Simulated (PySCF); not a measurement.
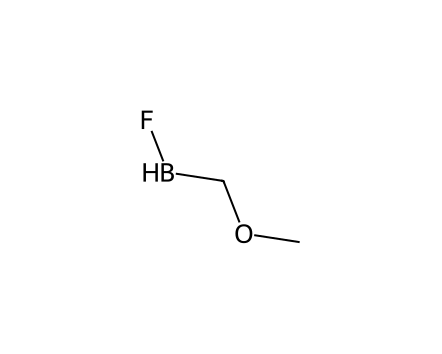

A structural formula.

**Transcribe the drawing into SMILES.**

COCBF

**Give the formula, hydrogens included.**

C2H6BFO.

More results for the same structure follow; atom numbers are the same in all pictures, views and colours differ. The computed structure is the end point of a PBE0-D3(BJ)/def2-SVP optimisation. No frequency run is at hand to confirm it as a minimum.

### Core levels

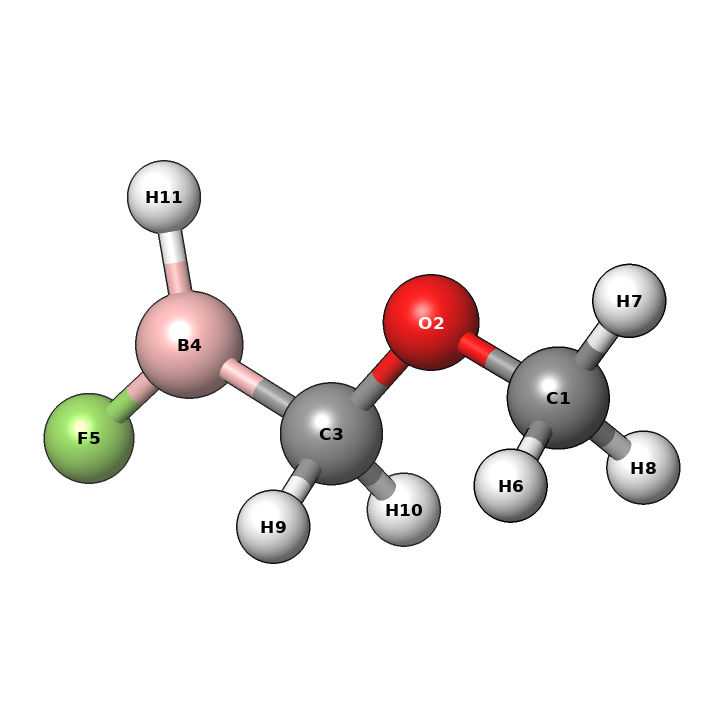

No frequency run is at hand to confirm it as a minimum. Properties computed with delta-SCF UKS HF, pcX-2 on the ionised atom, pcseg-1 elsewhere, spin-free X2C (PySCF 2.14.0).

Give the core-electron binding energies (to vacuum) of C1 1s, O2 1s, C3 1s, B4 1s, F5 1s.

```
atom  level  binding energy (eV)
  C1     1s                292.3
  O2     1s                537.9
  C3     1s                291.9
  B4     1s                198.4
  F5     1s                692.5
```

### Spin–spin coupling

No frequency run is at hand to confirm it as a minimum. Level of theory: B3LYP/def2-TZVP indirect spin-spin coupling, non-relativistic, gas phase (PySCF 2.14.0). Isotopes: 11B, 13C, 19F, 1H, 17O.

Give the spin–spin coupling constants of these pairs, with the number of bonds between them: C3/B4, B4/F5, B4/H11, O2/B4, C3/F5, B4/H10, B4/H9, F5/H11, C1/B4, O2/F5, F5/H9, F5/H10.

```
   pair  bonds apart  J (Hz)
 C3, B4            1    74.7
 B4, F5            1  −182.2
B4, H11            1   160.6
 O2, B4            2   −17.3
 C3, F5            2    24.3
B4, H10            2    −4.8
 B4, H9            2    −4.8
F5, H11            2    59.0
 C1, B4            3     9.6
 O2, F5            3    −9.0
 F5, H9            3     1.3
F5, H10            3     1.5
```

Density functionals are unreliable for couplings to fluorine, so those rows may be far off.

### Levels of theory compared

No frequency run is at hand to confirm it as a minimum. Program: PySCF 2.14.0.

At this fixed geometry, give HOMO–LUMO gap (eV) at these levels: B3LYP/cc-pVTZ; B3LYP/def2-TZVP; B3LYP/pcJ-0; B97-2/pcJ-1; BHandHLYP/pcJ-1; CAM-B3LYP/pcJ-1; KT2/pcJ-1; LDA/pcJ-1; PBE/pcJ-1; PBE0/pcJ-1.

```
          level  HOMO–LUMO gap (eV)
  B3LYP/cc-pVTZ                6.51
B3LYP/def2-TZVP                6.51
    B3LYP/pcJ-0                6.21
    B97-2/pcJ-1                6.71
BHandHLYP/pcJ-1                9.61
CAM-B3LYP/pcJ-1                9.53
      KT2/pcJ-1                4.49
      LDA/pcJ-1                4.12
      PBE/pcJ-1                4.28
     PBE0/pcJ-1                6.97
```
